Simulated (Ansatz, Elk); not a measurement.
## Bonding as seen by X-rays: BeS2

The structure of BeS2 used here is made up (a known structure type with other elements) and was relaxed beforehand with PBE. The aim is the Fourier transform of its all-electron density, F(hkl), set beside the sum over free spherical atoms that refinements use.

Calculated with Elk 11.2.3 (patched build); DFT, PBE, all-electron APW+lo, Dirac cores, scalar-relativistic bands, static density, no spin.

The structure was built from a prototype and need not be the compound's stable phase.

## Step 1: The starting structure

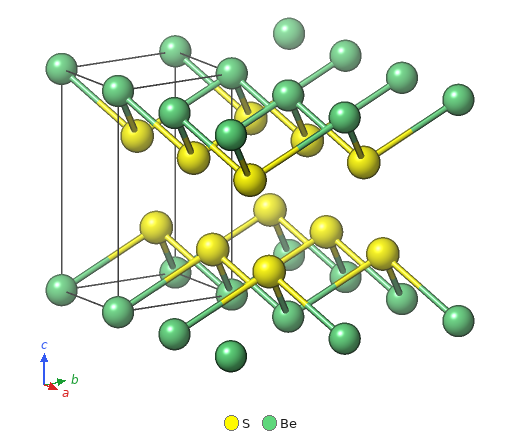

The cell as given, slightly off an axis (sulfur yellow, beryllium green). 3×2×1 cells are drawn. Bonds to atoms that aren't drawn are left out. Some periodic images of atoms are drawn too.

## Step 2: Ground state and structure factors

An all-electron density is needed, since X-rays see the cores too. Task 0 finds the density and task 195 Fourier-transforms it; tshift is off so that phases refer to the origin typed.

elk.in reads:

```
tasks
  0
  195

xctype
  20

spinpol
  .false.

rgkmax
  7.0

gmaxvr
  14.0

lmaxo
  7

lmaxapw
  8

swidth
  0.002

tshift
  .false.

ramdisk
  .false.

hmaxvr
  5.5

maxscl
  120

epspot
  1e-06

sppath
  './'

avec
  6.37188313433 -0.00000000000 -0.00000000000
  -3.18594156717 5.51821266428 0.00000000000
  -0.00000000000 0.00000000000 8.20682072015

atoms
  2
  'S.in'
  2
  0.6666666667 0.3333333333 0.7366393813   0.000000 0.000000 0.000000
  0.3333333333 0.6666666667 0.2633606187   0.000000 0.000000 0.000000
  'Be.in'
  1
  0.0000000000 -0.0000000000 0.0000000000   0.000000 0.000000 0.000000

ngridk
  8 8 5
```

On the command line:

```
OMP_NUM_THREADS=4 elk
```

Numbers of over 12 decimals in the logs are rounded to 6 here.

Output:

```text
┌─────────────────────────┐
│ Elk code version 11.2.3 │
└─────────────────────────┘

All units are atomic (Hartree, Bohr, etc.)

┌─────────────────────────────────────────────────┐
│ Ground-state run starting from atomic densities │
└─────────────────────────────────────────────────┘

Lattice vectors :
   6.371883134      -0.000000000      -0.000000000
  -3.185941567       5.518212664       0.000000000
  -0.000000000       0.000000000       8.206820720

Reciprocal lattice vectors :
  0.9860798095      0.5693134435       0.000000000
   0.000000000       1.138626887       0.000000000
   0.000000000       0.000000000      0.7656052839

Unit cell volume      :    288.5633570
Brillouin zone volume :   0.8596039913

Muffin-tin inner radius fraction :   0.1000000000E-01

Nuclei treated as point charges

Species : 1 (S)
 parameters loaded from : S.in
 name : sulphur
 nuclear charge    :   -16.00000000
 electronic charge :    16.00000000
 atomic mass :    58450.91931
 muffin-tin radius :    2.200000000
 number of radial points in muffin-tin :    793
 inner part over the whole radius :   0.9890556315E-02
 number on inner part of muffin-tin    :    554
 approximate nuclear radius :   0.6195814986E-04
 number of mesh points to nuclear radius :    251
 atomic positions (lattice), magnetic fields (Cartesian) :
  1 :  -0.33333333  0.33333333 -0.26336062    0.00000000  0.00000000  0.00000000
  2 :   0.33333333 -0.33333333  0.26336062    0.00000000  0.00000000  0.00000000

Species : 2 (Be)
 parameters loaded from : Be.in
 name : beryllium
 nuclear charge    :   -4.000000000
 electronic charge :    4.000000000
 atomic mass :    16428.20280
 muffin-tin radius :    1.800000000
 number of radial points in muffin-tin :    593
 inner part over the whole radius :   0.9826427374E-02
 number on inner part of muffin-tin    :    403
 approximate nuclear radius :   0.4290726161E-04
 number of mesh points to nuclear radius :    156
 atomic positions (lattice), magnetic fields (Cartesian) :
  1 :   0.00000000  0.00000000  0.00000000    0.00000000  0.00000000  0.00000000

Total number of atoms per unit cell :    3
Total muffin-tin volume :    113.6335007
 ratio of muffin-tin to unit cell volume :   0.3937904724

Spin treatment :
 spin-unpolarised

Number of Bravais lattice symmetries :   24
Number of crystal symmetries         :   12
Crystal has inversion symmetry
Real symmetric eigensolver will be used

k-point grid :      8     8     5
k-point offset :    0.000000000       0.000000000       0.000000000
k-point set is reduced with full crystal symmetry group
Total number of k-points :       40

Muffin-tin radius times maximum |G+k| :    7.000000000
 using average radius
Maximum |G+k| for APW functions       :    3.387096774
Maximum (1/2)|G+k|²                   :    5.736212279
Maximum |G| for potential and density :    14.00000000
Constant for pseudocharge density :    8
 order of it for each species :   15  15
 order of it for pair densities of each species (exact exchange by exxq0 0: 16) :   11   6
Radial integration step length :    1

G-vector grid sizes :     30    30    40
Number of G-vectors :    13387

Maximum angular momentum used for
 APW functions            :    8
 outer part of muffin-tin :    7
 inner part of muffin-tin :    2

Total nuclear charge    :   -36.00000000
Total core charge       :    22.00000000
Total valence charge    :    14.00000000
Total excess charge     :    0.000000000
Total electronic charge :    36.00000000

Effective Wigner radius, rₛ :    1.241509434

Number of empty states         :     12
Total number of valence states :     20
Total number of core states    :     22

Third-order local-orbitals added for an l without core states : T
Total number of local-orbitals :     17

Exchange-correlation functional :     20     0     0
 Perdew-Burke-Ernzerhof, Phys. Rev. Lett. 77, 3865 (1996)
 gradient requirement :    1
 generalised gradient approximation (GGA)

Smearing type :    3
 Fermi-Dirac
Smearing width :   0.2000000000E-02
[...]
exchange                    :     -52.691846807754
 correlation                 :     -1.414147
 electron entropic           :    -0.50983325823982E-03
 total energy                :     -815.41218294846

Density of states at Fermi energy :    35.60988113
 (states/Hartree/unit cell)

Estimated indirect band gap :   0.2058073360E-02
 from k-point 31 to k-point 30
Estimated direct band gap   :   0.1362175887E-01
 at k-point 27

Charges :
 core                        :    22.00000000
 valence                     :    14.00000000
 interstitial                :    4.464595103
 muffin-tins (core leakage)
  species : 1 (S)
   atom 1                    :    14.35064715     (  0.6928779599E-04)
   atom 2                    :    14.35064715     (  0.6928779599E-04)
  species : 2 (Be)
   atom 1                    :    2.834110588     (  0.1143785293E-02)
 total in muffin-tins        :    31.53540490
 total calculated charge     :    35.99893968
 total charge                :    36.00000000
 error                       :   0.1060316707E-02

RMS change in Kohn-Sham potential (target) :    5.376682439     (  0.1000000000E-05)
Absolute change in total energy (target)   :    1.621116412     (  0.1000000000E-03)

[... loops 3 to 13 left out ...]

┌──────────────────┐
│ Loop number : 14 │
└──────────────────┘

Energies :
 Fermi                       :     0.221589
 sum of occupied eigenvalues :     -451.76831270516
 electron kinetic            :      816.49322722048
 core electron kinetic       :      788.73033001615
 Coulomb                     :     -1575.5065166622
 Coulomb potential           :     -1198.2884856053
 nuclear-nuclear             :     -152.87962367583
 electron-nuclear            :     -1649.9391922011
 Hartree                     :      227.31229921480
 Madelung                    :     -976.36227385955
 xc potential                :     -69.973054320378
 exchange                    :     -52.737535878419
 correlation                 :     -1.412073
 electron entropic           :    -0.59602628962478E-03
 total energy                :     -813.16349476434

Density of states at Fermi energy :    43.04485319
 (states/Hartree/unit cell)

Estimated indirect band gap :   0.3127240519E-02
 from k-point 17 to k-point 7
Estimated direct band gap   :   0.1157744143E-01
 at k-point 27

Charges :
 core                        :    22.00000000
 valence                     :    14.00000000
 interstitial                :    4.377831993
 muffin-tins (core leakage)
  species : 1 (S)
[...]
species : 2 (Be)
[...]
total in muffin-tins        :    31.62216801
 total calculated charge     :    35.99893785
 total charge                :    36.00000000
 error                       :   0.1062153120E-02

RMS change in Kohn-Sham potential (target) :   0.4283362476E-06 (  0.1000000000E-05)
Absolute change in total energy (target)   :   0.2014394840E-04 (  0.1000000000E-03)

Convergence targets achieved

┌──────────────────┐
│ Loop number : 15 │
└──────────────────┘

Energies :
 Fermi                       :     0.221589
 sum of occupied eigenvalues :     -451.76831186347
 electron kinetic            :      816.49322823640
 core electron kinetic       :      788.73033035803
 Coulomb                     :     -1575.5065172660
 Coulomb potential           :     -1198.2884856731
 nuclear-nuclear             :     -152.87962367583
 electron-nuclear            :     -1649.9391932693
 Hartree                     :      227.31229967912
 Madelung                    :     -976.36227442941
 xc potential                :     -69.973054426755
 exchange                    :     -52.737535915969
 correlation                 :     -1.412073
 electron entropic           :    -0.59602630494855E-03
 total energy                :     -813.16349439205

Density of states at Fermi energy :    43.04485422
 (states/Hartree/unit cell)

Estimated indirect band gap :   0.3127239959E-02
 from k-point 17 to k-point 7
Estimated direct band gap   :   0.1157743953E-01
 at k-point 27

Charges :
 core                        :    22.00000000
 valence                     :    14.00000000
 interstitial                :    4.377831938
 muffin-tins (core leakage)
  species : 1 (S)
   atom 1                    :    14.43297401     (  0.6907274606E-04)
   atom 2                    :    14.43297401     (  0.6907274606E-04)
  species : 2 (Be)
   atom 1                    :    2.756220038     (  0.1124980873E-02)
 total in muffin-tins        :    31.62216806
 total calculated charge     :    35.99893785
 total charge                :    36.00000000
 error                       :   0.1062153052E-02

┌──────────────────────────────┐
│ Self-consistent loop stopped │
└──────────────────────────────┘

Warning : core states of species 2 leak from the muffin-tin :   0.1124980873E-02

Wrote STATE.OUT
```

Run time: 6.5 s. Hardware: 4 threads of Arm Neoverse V2, shared host; peak memory 0.16 GiB.

SFACRHO.OUT:

```text

h k l indices transformed by vhmat matrix:
   1.000000000       0.000000000       0.000000000    
   0.000000000       1.000000000       0.000000000    
   0.000000000       0.000000000       1.000000000    

      h      k      l  multipl.   |H|            Re(F)            Im(F)           |F|

      0      0      0      1   0.0000000       35.999999     -0.65472577E-16   35.999999    
      0      0     -1      2  0.76560528      0.71769726     -0.13978313E-16  0.71769726    
      0      1      0      6   1.1386269      -9.6024331      0.53736254E-17   9.6024331    
      1     -1      1      6   1.3720870       21.996374      0.52726752E-15   21.996374    
      1     -1     -1      6   1.3720870      -16.007039     -0.39966579E-14   16.007039    
      0      0     -2      2   1.5312106      -18.668234     -0.80339556E-14   18.668234    
      0      1      2      6   1.9081606       8.2159540     -0.29750817E-14   8.2159540    
      1     -1     -2      6   1.9081606       13.476910      0.20050379E-14   13.476910    
     -2      1      0      6   1.9721596       19.707198     -0.91074252E-16   19.707198    
     -1     -1     -1     12   2.1155531      0.12369620     -0.98875723E-17  0.12369620    
     -2      2      0      6   2.2772538      -6.8968346     -0.15521595E-16   6.8968346    
      0      0     -3      2   2.2968159       5.6927995      0.29859476E-14   5.6927995    
      0     -2     -1      6   2.4025062      -11.831537     -0.30173141E-14   11.831537    
     -2      2      1      6   2.4025062       16.338609     -0.11241328E-16   16.338609    
      2     -1      2     12   2.4968018      -14.389593      0.26348561E-15   14.389593    
      0      1     -3      6   2.5635589       13.000085      0.99956390E-14   13.000085    
     -1      0      3      6   2.5635589      -13.903795      0.70140989E-14   13.903795    
      2      0      2      6   2.7441739       6.8524074     -0.19869027E-14   6.8524074
```

Elk indexes on the primitive cell of elk.in and gives |H| = 4π sin θ/λ in inverse bohr. Below, one row stands for each form hkl of the conventional cell (m members, Friedel mates merged), F is for one primitive cell and the density is static (no thermal factor). Free-atom factors are Waasmaier and Kirfel's, and R is Σm||F|−|F'||/Σm|F|.

```tsv
hkl	m	sin θ/λ (Å⁻¹)	abs F, DFT	neutral atoms	diff.
001	2	0.115	0.718	0.568	+0.149
100	6	0.171	9.602	9.660	-0.057
011	6	0.206	21.996	21.826	+0.171
101	6	0.206	16.007	15.945	+0.062
002	2	0.230	18.668	18.519	+0.149
012	6	0.287	8.216	8.162	+0.054
102	6	0.287	13.477	13.514	-0.037
110	6	0.297	19.707	19.883	-0.176
111	12	0.318	0.124	0.185	-0.061
200	6	0.343	6.897	6.850	+0.047
003	2	0.345	5.693	5.809	-0.116
021	6	0.361	11.832	11.960	-0.128
201	6	0.361	16.339	16.507	-0.169
112	12	0.376	14.390	14.406	-0.016
103	6	0.386	13.000	12.963	+0.037
013	6	0.386	13.904	13.860	+0.044
202	6	0.413	6.852	6.892	-0.039
022	6	0.413	11.490	11.372	+0.118
```

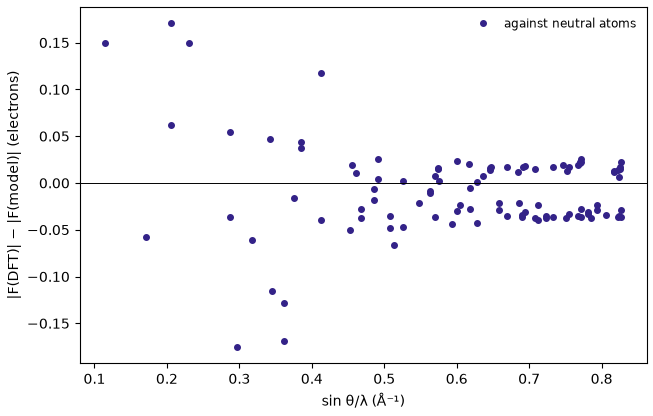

Difference between the calculated structure factors and the independent-atom ones.

## Step 3: The highest occupied states alone

An energy window below the Fermi level keeps the highest occupied states, to see at which angles they scatter; shallow core shells can lie inside it and anion s states outside. No new self-consistency is needed.

elk.in, as its differences from that of step 2:

```diff
@@ -1,3 +1,2 @@
 tasks
-  0
   195
@@ -40,2 +39,5 @@
 
+wsfac
+  -0.219400 0.521590
+
 sppath
```

On the command line:

```
OMP_NUM_THREADS=4 elk
```

Output:

```text
┌─────────────────────────────────┐
│ Elk code version 11.2.3 started │
└─────────────────────────────────┘

Info(readinput): the functional depends on the density's gradient
 muffin-tin radial points multiplied by    2.00000
 (not where nrmtscf is given)

┌────────────────────┐
│ Current task : 195 │
└────────────────────┘

Info(sfacrho): density structure factors written to SFACRHO.OUT

 Energy window :  -0.2194000000      0.5215900000

┌──────────────────┐
│ Elk code stopped │
└──────────────────┘
```

Run time: 2.2 s. Hardware: 4 threads; peak memory 0.17 GiB.

States within 12 eV below the Fermi level hold 11.16 electrons; any levels below the window count with the cores, and a count that is not whole means the window cuts a band. Their amplitudes can exceed the total, where window and core parts have opposite phase:

```tsv
hkl	sin θ/λ (Å⁻¹)	abs F, window	abs F, all
001	0.115	0.320	0.718
100	0.171	1.345	9.602
011	0.206	2.420	21.996
101	0.206	1.746	16.007
002	0.230	1.713	18.668
012	0.287	0.163	8.216
102	0.287	0.341	13.477
110	0.297	0.201	19.707
111	0.318	0.114	0.124
200	0.343	0.069	6.897
```

## Step 4: Another functional

The difference from free atoms is small, so it is set against the change that LDA (Perdew-Wang) makes.

elk.in, as its differences from that of step 3:

```diff
@@ -1,2 +1,3 @@
 tasks
+  0
   195
@@ -4,3 +5,3 @@
 xctype
-  20
+  3
 
@@ -39,5 +40,2 @@
 
-wsfac
-  -0.219400 0.521590
-
 sppath
```

On the command line:

```
OMP_NUM_THREADS=4 elk
```

Output:

```text
┌─────────────────────────┐
│ Elk code version 11.2.3 │
└─────────────────────────┘

All units are atomic (Hartree, Bohr, etc.)

┌─────────────────────────────────────────────────┐
│ Ground-state run starting from atomic densities │
└─────────────────────────────────────────────────┘

Lattice vectors :
   6.371883134      -0.000000000      -0.000000000
  -3.185941567       5.518212664       0.000000000
  -0.000000000       0.000000000       8.206820720

Reciprocal lattice vectors :
  0.9860798095      0.5693134435       0.000000000
[...]
muffin-tins (core leakage)
  species : 1 (S)
[...]
atom 2                    :    14.41805522     (  0.6266321054E-04)
  species : 2 (Be)
   atom 1                    :    2.765223281     (  0.1227458505E-02)
 total in muffin-tins        :    31.60133373
 total calculated charge     :    35.99885063
 total charge                :    36.00000000
 error                       :   0.1149373647E-02

┌──────────────────────────────┐
│ Self-consistent loop stopped │
└──────────────────────────────┘

Warning : core states of species 2 leak from the muffin-tin :   0.1227458505E-02

Wrote STATE.OUT
[key lines of the parts left out:]
total energy                :     -810.62759823668
```

Elapsed: 4.3 s, on 4 threads; peak memory 0.17 GiB; 12 s of CPU time.

Against the first run R = 0.19 %; the largest change is -0.037 at 205.

## Step 5: A coarser k-mesh

About half the k-points along each axis test the sampling.

elk.in, as its differences from that of step 4:

```diff
@@ -5,3 +5,3 @@
 xctype
-  3
+  20
 
@@ -59,2 +59,2 @@
 ngridk
-  8 8 5
+  4 4 2
```

On the command line:

```
OMP_NUM_THREADS=4 elk
```

Output:

```text
┌─────────────────────────┐
│ Elk code version 11.2.3 │
└─────────────────────────┘

All units are atomic (Hartree, Bohr, etc.)

┌─────────────────────────────────────────────────┐
│ Ground-state run starting from atomic densities │
└─────────────────────────────────────────────────┘

Lattice vectors :
   6.371883134      -0.000000000      -0.000000000
  -3.185941567       5.518212664       0.000000000
  -0.000000000       0.000000000       8.206820720

Reciprocal lattice vectors :
  0.9860798095      0.5693134435       0.000000000
[...]
muffin-tins (core leakage)
  species : 1 (S)
[...]
atom 2                    :    14.42867900     (  0.6902410140E-04)
  species : 2 (Be)
   atom 1                    :    2.759595082     (  0.1126242221E-02)
 total in muffin-tins        :    31.61695308
 total calculated charge     :    35.99890326
 total charge                :    36.00000000
 error                       :   0.1096743459E-02

┌──────────────────────────────┐
│ Self-consistent loop stopped │
└──────────────────────────────┘

Warning : core states of species 2 leak from the muffin-tin :   0.1126242221E-02

Wrote STATE.OUT
[key lines of the parts left out:]
total energy                :     -813.16689555627
```

Elapsed: 4 s, on 4 threads; peak memory 0.17 GiB; 7.1 s of CPU time.

Against the first run R = 0.03 %; the largest change is -0.054 at 002.

## Step 6: Basis size

The basis and the expansions that go with it are enlarged, to see whether the differences are converged.

elk.in, as its differences from that of step 5:

```diff
@@ -11,12 +11,12 @@
 rgkmax
-  7.0
+  8.5
 
 gmaxvr
-  14.0
+  18.0
 
 lmaxo
-  7
+  9
 
 lmaxapw
-  8
+  10
 
@@ -59,2 +59,2 @@
 ngridk
-  4 4 2
+  8 8 5
```

On the command line:

```
OMP_NUM_THREADS=4 elk
```

Output:

```text
┌─────────────────────────┐
│ Elk code version 11.2.3 │
└─────────────────────────┘

All units are atomic (Hartree, Bohr, etc.)

┌─────────────────────────────────────────────────┐
│ Ground-state run starting from atomic densities │
└─────────────────────────────────────────────────┘

Lattice vectors :
   6.371883134      -0.000000000      -0.000000000
  -3.185941567       5.518212664       0.000000000
  -0.000000000       0.000000000       8.206820720

Reciprocal lattice vectors :
  0.9860798095      0.5693134435       0.000000000
[...]
muffin-tins (core leakage)
  species : 1 (S)
[...]
atom 2                    :    14.43378475     (  0.6909152204E-04)
  species : 2 (Be)
   atom 1                    :    2.756685364     (  0.1124970907E-02)
 total in muffin-tins        :    31.62425487
 total calculated charge     :    35.99873062
 total charge                :    36.00000000
 error                       :   0.1269383189E-02

┌──────────────────────────────┐
│ Self-consistent loop stopped │
└──────────────────────────────┘

Warning : core states of species 2 leak from the muffin-tin :   0.1124970907E-02

Wrote STATE.OUT
[key lines of the parts left out:]
total energy                :     -813.16395238360
```

The job ended after 17 s (4 threads; peak memory 0.17 GiB; 46 s of CPU time).

Against the first run R = 0.01 %; the largest change is +0.002 at 002.

## Step 7: Settings against the effect

```tsv
run	R against the first run (%)	R against neutral atoms, low angle (%)	wall time
PBE, rgkmax 7	0.00	0.69	6.5 s
LDA (Perdew-Wang)	0.19	0.66	4.3 s
k-mesh 4×4×2	0.03	0.62	4 s
rgkmax 8.5 with larger expansions	0.01	0.69	17 s
```

## Step 8: Results

| Item | Value |
| --- | --- |
| R against neutral atoms, sin θ/λ < 0.3 Å⁻¹ | 0.69 % |
| R against neutral atoms, 0.3 to 0.83 Å⁻¹ | 0.39 % |

Independent neutral atoms miss the calculated amplitudes by R = 0.69 % below 0.3 Å⁻¹ and 0.39 % from there to 0.83 Å⁻¹; by shells, 20.83 % below 0.15 Å⁻¹ (1 form), 0.64 % 0.15 to 0.3 (7 forms), 0.70 % 0.3 to 0.45 (10 forms), 0.35 % above 0.45 (84 forms). Bonding, aspherical density and the tables' own atoms all enter these figures, and the runs don't part them. The largest change of an amplitude is -0.18 electrons, at 110. Weak lines can change much in proportion: 001 goes from 0.57 to 0.72. The window's part falls from 11.2 electrons at the origin to at most 0.22 between 0.45 and 0.83 Å⁻¹. Below 0.3 Å⁻¹ the changes that finished (LDA (Perdew-Wang), k-mesh 4×4×2 and rgkmax 8.5 with larger expansions) move F by R = 0.11 % at most, against the 0.69 % that separates it from free atoms. A single amplitude moves by up to 0.05 electrons, against 0.18 for the largest difference from free atoms. Part of the difference isn't bonding: the tables are fits to free atoms and ions calculated by other methods than this functional. Thermal motion, anomalous dispersion and extinction are left out.

[Logs are printed without paths, hosts, clocks, repeated set-up lines and the standing remarks that a program may print on its own settings, such as how far it seeks lower states.]

[Hosts, paths, dates, database ids (printed as entryN), source tags and the programs' standing remarks are cut or masked in the printed files.]
